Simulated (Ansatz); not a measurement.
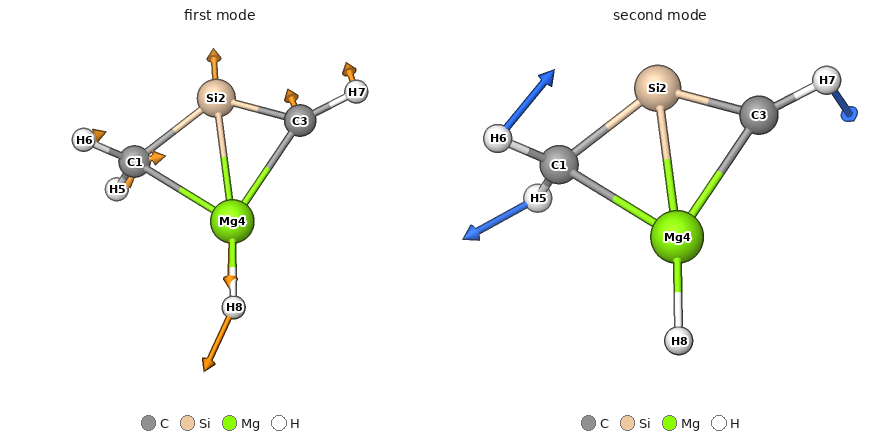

The system is C2H4MgSi; the picture shows the reference structure; its two panels give the patterns of the first and the second mode as arrows. Coordinates scanned: (1) normal mode 5 (412 cm⁻¹); (2) normal mode 10 (730 cm⁻¹). Nothing is relaxed (straight displacements along the two mass-weighted modes). The scan uses a 13 × 13 grid. Energies are in kJ/mol, from the lowest grid point. These are results of RKS SPW92 (LDA)/def2-TZVP (Ansatz 0.2.0), not measurements.

Its coordinates:

```xyz
8

C    -0.8262    1.1077   -0.2067
Si    0.9465    0.9210   -0.1796
C     1.6585   -0.5778    0.1021
Mg   -0.4260   -1.1476    0.2196
H    -1.2752    1.3701   -1.1757
H    -1.2675    1.7064    0.6032
H     2.6913   -0.9246    0.1635
H    -1.5014   -2.4552    0.4735
```

Range: normal mode 5 (412 cm⁻¹) from −0.981 to 0.981 amu½·Å; normal mode 10 (730 cm⁻¹) from −0.553 to 0.553 amu½·Å.

**What landscape does the calculation give?**

The lowest grid point is at normal mode 5 (412 cm⁻¹) = 0.000 amu½·Å, normal mode 10 (730 cm⁻¹) = 0.000 amu½·Å. No other kind of well shows on this grid. The highest grid point, normal mode 5 (412 cm⁻¹) = −0.981 amu½·Å, normal mode 10 (730 cm⁻¹) = −0.553 amu½·Å, lies 70.6 kJ/mol above the lowest.

| normal mode 10 (730 cm⁻¹) ↓, normal mode 5 (412 cm⁻¹) → | −0.981 | −0.818 | −0.654 | −0.490 | −0.327 | −0.164 | 0.000 | 0.164 | 0.327 | 0.490 | 0.654 | 0.818 | 0.981 |
| --- | --- | --- | --- | --- | --- | --- | --- | --- | --- | --- | --- | --- | --- |
| 0.553 | 70.6 | 58.8 | 49.7 | 43.0 | 38.5 | 36.0 | 35.2 | 36.0 | 38.2 | 41.7 | 46.5 | 52.2 | 58.9 |
| 0.461 | 58.7 | 47.0 | 37.9 | 31.1 | 26.6 | 24.0 | 23.2 | 24.0 | 26.3 | 29.8 | 34.5 | 40.3 | 47.0 |
| 0.369 | 49.8 | 38.0 | 28.9 | 22.1 | 17.6 | 15.0 | 14.2 | 15.0 | 17.2 | 20.7 | 25.5 | 31.2 | 38.0 |
| 0.277 | 43.3 | 31.5 | 22.4 | 15.7 | 11.1 | 8.5 | 7.7 | 8.4 | 10.7 | 14.2 | 18.9 | 24.7 | 31.5 |
| 0.184 | 39.0 | 27.2 | 18.1 | 11.3 | 6.7 | 4.1 | 3.3 | 4.1 | 6.3 | 9.8 | 14.6 | 20.4 | 27.1 |
| 0.092 | 36.6 | 24.8 | 15.6 | 8.8 | 4.3 | 1.6 | 0.8 | 1.6 | 3.8 | 7.4 | 12.1 | 17.9 | 24.6 |
| 0.000 | 35.8 | 24.0 | 14.8 | 8.0 | 3.4 | 0.8 | 0.0 | 0.8 | 3.0 | 6.5 | 11.3 | 17.1 | 23.8 |
| −0.092 | 36.6 | 24.8 | 15.6 | 8.8 | 4.3 | 1.6 | 0.8 | 1.6 | 3.8 | 7.4 | 12.1 | 17.9 | 24.6 |
| −0.184 | 39.1 | 27.2 | 18.1 | 11.3 | 6.8 | 4.1 | 3.3 | 4.1 | 6.3 | 9.9 | 14.6 | 20.4 | 27.1 |
| −0.277 | 43.4 | 31.6 | 22.4 | 15.7 | 11.1 | 8.5 | 7.7 | 8.5 | 10.7 | 14.2 | 19.0 | 24.8 | 31.5 |
| −0.369 | 49.8 | 38.0 | 28.9 | 22.2 | 17.6 | 15.0 | 14.2 | 15.0 | 17.2 | 20.8 | 25.5 | 31.3 | 38.0 |
| −0.461 | 58.8 | 47.0 | 37.9 | 31.2 | 26.7 | 24.1 | 23.3 | 24.1 | 26.3 | 29.9 | 34.6 | 40.3 | 47.1 |
| −0.553 | 70.6 | 58.9 | 49.8 | 43.1 | 38.6 | 36.0 | 35.2 | 36.0 | 38.3 | 41.8 | 46.5 | 52.3 | 59.0 |

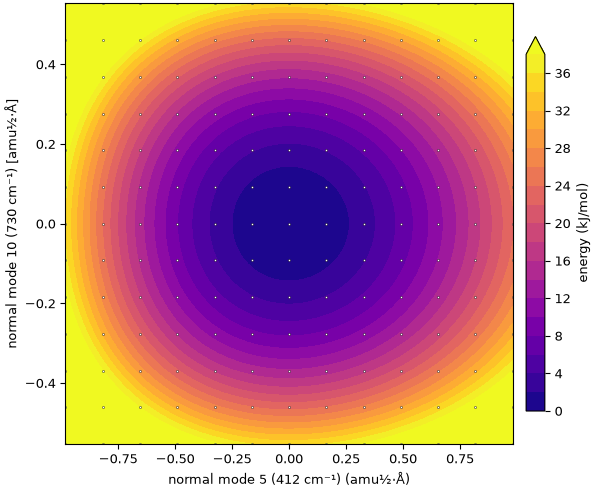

Drawn: filled contours, dots at the grid points, one colour for all values above the top of the scale. Between grid points the surface is interpolated.

Time for the 169 points that were run: 12 min on 1 thread of Arm Neoverse V1, on a shared host.
